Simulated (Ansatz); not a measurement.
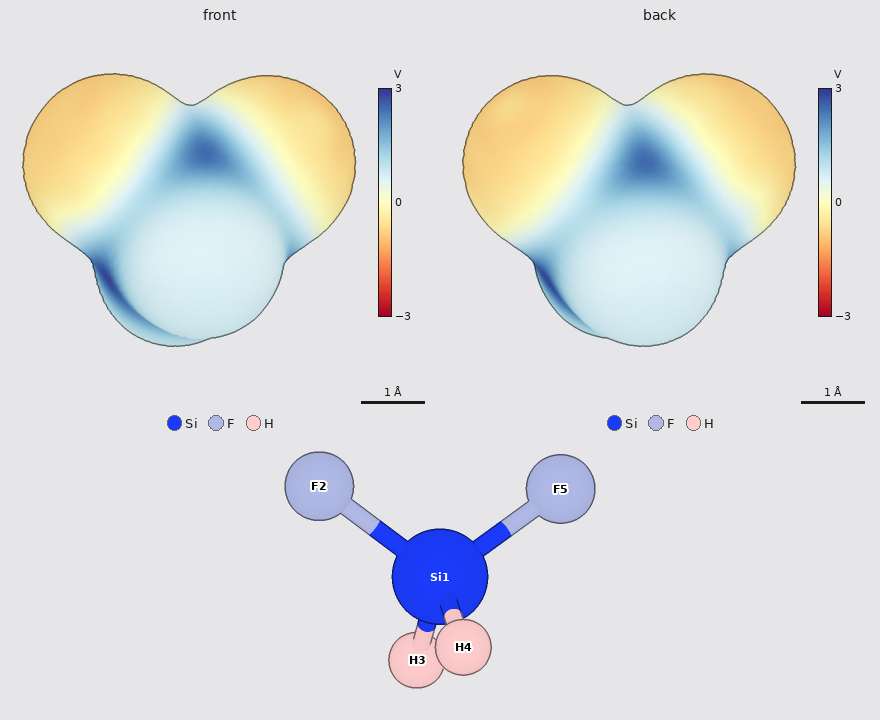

Figure 1: F2H2Si. The electrostatic potential painted on the density surface at 0.004 e/bohr³, seen from the front and from behind; the colour scale runs from red (negative) to blue (positive). The bare structure is drawn below in the same view.

These are results of RKS B3LYP-D4/6-31G* (Ansatz 0.2.0), not measurements.

```
atom    x (Å)    y (Å)    z (Å)
  Si   0.0089   0.0149  -0.0119
   F  -0.0008  -0.0015   1.5889
   H   1.4108  -0.0289  -0.4805
   H  -0.7299   1.2070  -0.4807
   F  -0.7488  -1.2975  -0.5277
```

Question: Describe the electrostatic potential map.

Answer: The most negative region (about −0.8 V) lies over F2 and F5, the most positive (about +2.8 V) over Si1.
